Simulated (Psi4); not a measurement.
**B3LYP/aug-cc-pVDZ (sweep point 3) run of AlH3 (SMILES [H][Al]([H])[H])**

Aim: the vertical ionisation energy of AlH3 at B3LYP/aug-cc-pVDZ (sweep point 3), from 2 runs. 

Program for the calculation: Psi4 1.11.

4 further runs of the same task are left out: 4 set aside as unsound or not needed.

**1. The system as given**

The species is AlH3 (4 atoms), meant as a singlet with charge 0. As SMILES, `[H][Al]([H])[H]`. The shape comes from GFN2-xTB, which is rough for such elements, and wasn't checked as a minimum.

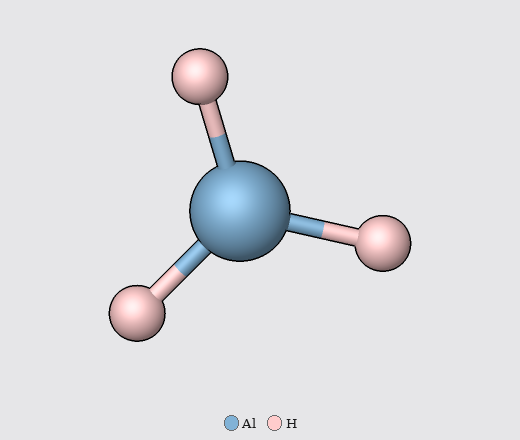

Viewed from a chosen angle; aluminium light blue, hydrogen pink.

**2. The energy at B3LYP/aug-cc-pVDZ (sweep point 3)**

The input, alh3.in:

```
memory 1.6 GB

molecule m {
  0 1
  Al    -0.000010    -0.000020     0.000020
  H      1.552650    -0.030520     0.014610
  H     -0.749810     1.359840    -0.019120
  H     -0.802830    -1.329300     0.004480
  symmetry c1
}

set reference rks
set puream true
set scf_type pk
set dft_radial_points 35
set dft_spherical_points 110

energy('b3lyp/aug-cc-pVDZ')
```

Started as:

```bash
$ psi4 alh3.in alh3.out -n 1
```

alh3.out:

```text
[...]
  Running in c1 symmetry.
[...]
  Nuclear repulsion =   13.879459646128723
[...]
  Multiplicity = 1
[...]
  Nalpha       = 8
  Nbeta        = 8
[...]
    Number of basis functions: 54
[...]
   @RKS iter   1:  -244.18430885781535   -4.11222e-01   3.38304e-03 DIIS/ADIIS
[...]
   @RKS iter   5:  -244.21673922304564   -1.56753e-07   5.33447e-07 DIIS
[...]
    Orbital Energies [Eh]
    ---------------------
    Doubly Occupied:
       1A    -56.054524     2A     -4.141684     3A     -2.700046
       4A     -2.691351     5A     -2.691350     6A     -0.428439
       7A     -0.309524     8A     -0.309507
[...]
  @RKS Final Energy:  -244.21673922304564
   => Energetics <=
    Nuclear Repulsion Energy =             13.8794596461287227
    One-Electron Energy =                -366.1656529698896065
    Two-Electron Energy =                 124.0027839895292061
    DFT Exchange-Correlation Energy =     -15.9333298888139865
    Empirical Dispersion Energy =           0.0000000000000000
    VV10 Nonlocal Energy =                  0.0000000000000000
    Total Energy =                       -244.2167392230456358
[...]
 Multipole Moments:
 ------------------------------------------------------------------------------------
     Multipole            Electronic (a.u.)      Nuclear  (a.u.)        Total (a.u.)
 ------------------------------------------------------------------------------------
 L = 1.  Multiply by 2.5417464519 to convert [e a0] to [Debye]
 Dipole X            :          0.0000511            0.0000350            0.0000860
 Dipole Y            :         -0.0002303            0.0000699           -0.0001604
 Dipole Z            :          0.0001345           -0.0000787            0.0000558
 Magnitude           :                                                    0.0001904
[...]
```

Run time: 2.8 s. Hardware: 1 thread of Intel Xeon Platinum 8488C (Sapphire Rapids), shared host; peak memory 0.31 GiB.

**3. The doublet cation at the same level**

The input, calc.in:

```
memory 1600 MB

molecule m {
  1 2
  Al    -0.000010    -0.000020     0.000020
  H      1.552650    -0.030520     0.014610
  H     -0.749810     1.359840    -0.019120
  H     -0.802830    -1.329300     0.004480
  symmetry c1
}

set globals {
  reference            uks
  puream               true
  scf_type             pk
  dft_radial_points    35
  dft_spherical_points 110
  maxiter              150
}

energy('b3lyp/aug-cc-pVDZ')
```

Started as:

```bash
$ psi4 -i calc.in -o calc.out -n 1
```

calc.out:

```text
[...]
  Running in c1 symmetry.
[...]
  Nuclear repulsion =   13.879459646128723
[...]
  Multiplicity = 2
[...]
  Nalpha       = 8
  Nbeta        = 7
[...]
    Number of basis functions: 54
[...]
   @UKS iter   1:  -243.78500016393735   -1.19131e-02   2.30120e-03 DIIS/ADIIS
[...]
   @UKS iter  12:  -243.80319069998285   -1.23399e-08   5.77193e-07 DIIS
[...]
   @S^2 Observed:                7.606054390E-01
[...]
    Orbital Energies [Eh]
    ---------------------
    Alpha Occupied:
       1A    -56.370824     2A     -4.452770     3A     -3.008957
       4A     -3.008141     5A     -3.000186     6A     -0.750429
       7A     -0.638937     8A     -0.586784
    Alpha Virtual:
       9A     -0.313220    10A     -0.217746    11A     -0.188231
      12A     -0.176477    13A     -0.145283    14A     -0.120263
      15A     -0.109773    16A     -0.109526    17A     -0.101333
      18A     -0.086276    19A     -0.041717    20A     -0.036931
      21A     -0.033848    22A     -0.013903    23A      0.028644
      24A      0.031325    25A      0.056459    26A      0.059841
[...]
  @UKS Final Energy:  -243.80319069998285
   => Energetics <=
    Nuclear Repulsion Energy =             13.8794596461287227
    One-Electron Energy =                -361.2723473011145074
    Two-Electron Energy =                 119.2787365852576471
    DFT Exchange-Correlation Energy =     -15.6890396302547366
    Empirical Dispersion Energy =           0.0000000000000000
    VV10 Nonlocal Energy =                  0.0000000000000000
    Total Energy =                       -243.8031906999828493
[...]
 Multipole Moments:
 ------------------------------------------------------------------------------------
     Multipole            Electronic (a.u.)      Nuclear  (a.u.)        Total (a.u.)
 ------------------------------------------------------------------------------------
 L = 1.  Multiply by 2.5417464519 to convert [e a0] to [Debye]
 Dipole X            :          0.5266272            0.0000350            0.5266622
 Dipole Y            :         -0.0110214            0.0000699           -0.0109515
 Dipole Z            :          0.0050698           -0.0000787            0.0049911
 Magnitude           :                                                    0.5267997
[...]
```

It took 3.6 s on 1 thread of Intel Xeon Platinum 8488C (Sapphire Rapids), shared host; peak memory 0.31 GiB.

**4. Outcome**

At B3LYP/aug-cc-pVDZ (sweep point 3):

```
                                          quantity          value
                        singlet AlH3: total energy  -244.21674 Eh
                       singlet AlH3: dipole moment         0.00 D
                         singlet AlH3: HOMO energy       -8.42 eV
                         singlet AlH3: LUMO energy       -2.01 eV
                       singlet AlH3: HOMO–LUMO gap        6.41 eV
                      doublet cation: total energy  -243.80319 Eh
doublet cation: HOMO energy (highest over α and β)      -15.08 eV
 doublet cation: LUMO energy (lowest over α and β)      -14.08 eV
                              doublet cation: ⟨S²⟩          0.761
vertical ionisation energy (to the doublet cation)      11.253 eV
```

Removing an electron at fixed nuclei costs 11.25 eV (1086 kJ/mol). The negative HOMO energy of the first species, 8.42 eV, lies 2.83 eV below that difference.
